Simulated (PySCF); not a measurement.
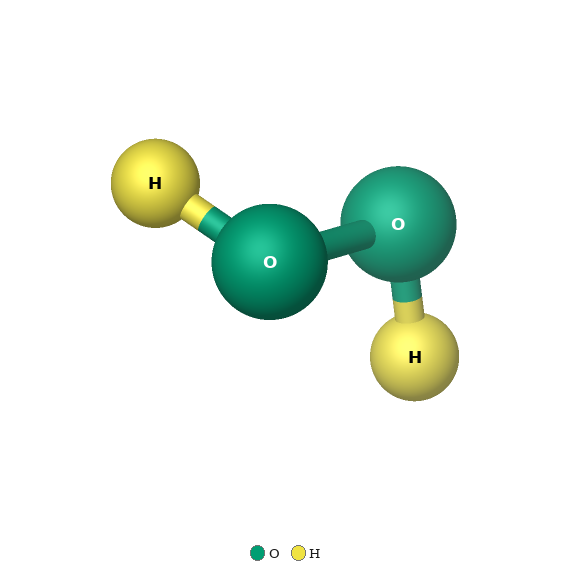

The geometry was computed by an optimisation with PBE0-D3(BJ)/def2-SVP. No frequency run is at hand to confirm it as a minimum. Program: PySCF 2.14.0.

At this fixed geometry, give HOMO energy (eV), polarisability (bohr³), dipole (D) at these levels: CAM-B3LYP/def2-SVPD; LC-wPBE/def2-SVPD; PBE0/6-31+G*; PBE0/6-31G*; PBE0/aug-cc-pVDZ; PBE0/aug-cc-pVTZ; PBE0/def2-SVP; PBE0/def2-TZVP; PBE0/def2-TZVPD; ωB97X-D/def2-SVPD.

```csv
level,HOMO energy (eV),polarisability (bohr³),dipole (D)
CAM-B3LYP/def2-SVPD,−9.81,14.7,1.68
LC-wPBE/def2-SVPD,−11.15,14.3,1.68
PBE0/6-31+G*,−8.08,11.9,1.84
PBE0/6-31G*,−7.52,9.3,1.80
PBE0/aug-cc-pVDZ,−8.09,14.4,1.62
PBE0/aug-cc-pVTZ,−8.10,14.8,1.61
PBE0/def2-SVP,−7.61,9.2,1.77
PBE0/def2-TZVP,−7.98,11.6,1.74
PBE0/def2-TZVPD,−8.10,14.9,1.61
ωB97X-D/def2-SVPD,−10.23,14.6,1.67
```
